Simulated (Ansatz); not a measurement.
C (Fd-3m): refractive index against wavelength

The refractive index of C (Fd-3m) below the direct gap (5.59 eV on the mesh) is read from one computed spectrum, n = √(Re ε).

Cell: a, b, c = 2.522, 2.522, 2.522 Å (primitive vectors), 2 atoms.

Method: Ansatz 0.2.0, PBE, independent particles, k-mesh 18×18×18 with interpolation inside its cells, Gaussian parameter 0.2 eV.

Launch of the response step: `ansatz run input.yaml --threads 4 --pin off --max-ram 8192MiB --backend cpu --events-out ev --progress --plain --runs-dir out`. The run took 3 s, on 4 threads of Arm Neoverse V1 (shared host).

```tsv
wavelength (nm)	photon energy E (eV)	n
700	1.771	2.4710
633	1.959	2.4780
532	2.331	2.4945
450	2.755	2.5178
405	3.061	2.5381
365	3.397	2.5643
308	4.025	?
```

In the single-oscillator model n² − 1 = E₀E_d/(E₀² − E²), so 1/(n² − 1) = E₀/E_d − E²/(E₀E_d) is linear in E².

Working, on the rows shown:

| x = E² (eV²) | y = 1/(n² − 1) |
| --- | --- |
| 3.13716 | 0.195854 |
| 3.83641 | 0.194534 |
| 5.43137 | 0.191478 |
| 7.59115 | 0.18729 |
| 9.37179 | 0.183758 |
| 11.5384 | 0.179352 |

Means: x̄ = 6.8177, ȳ = 0.18871. Σ(x − x̄)(y − ȳ) = -0.1054, Σ(x − x̄)² = 53.76. Slope = -0.1054 / 53.76 = -0.001961; intercept = ȳ − slope · x̄ = 0.20208. Turned back into n, the line misses the rows shown by at most 0.00062.

Predict the last column of the withheld row from the fit.

At x = 16.204 the line gives y = 0.17031, that is 2.6214. The run gave 2.6274, so the extrapolation is off by 0.006, 4 % of the range in the table.

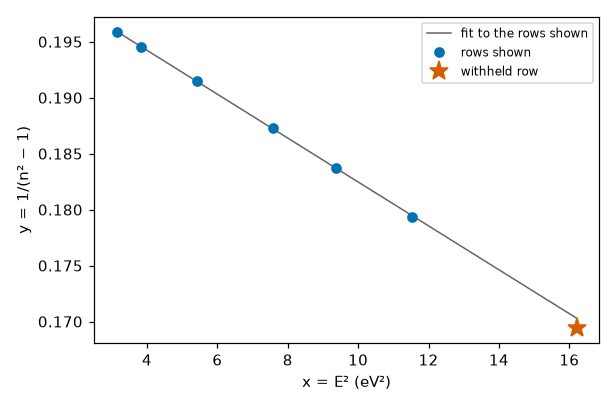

Refitted with all rows, the slope is -0.002017 and the intercept 0.20241. These give E₀ = √(intercept/−slope) = 10.02 eV and E_d = E₀/intercept = 49.5 eV; E₀ is 1.8 times the direct gap. The electronic limit at long wavelengths, without lattice vibrations, is n = √(1 + 1/intercept) = 2.437. Excitons are left out and so are local fields; PBE gaps are as a rule too small.

[Logs are printed without paths, hosts, clocks, repeated set-up lines and the standing remarks that a program may print on its own settings, such as how far it seeks lower states.]
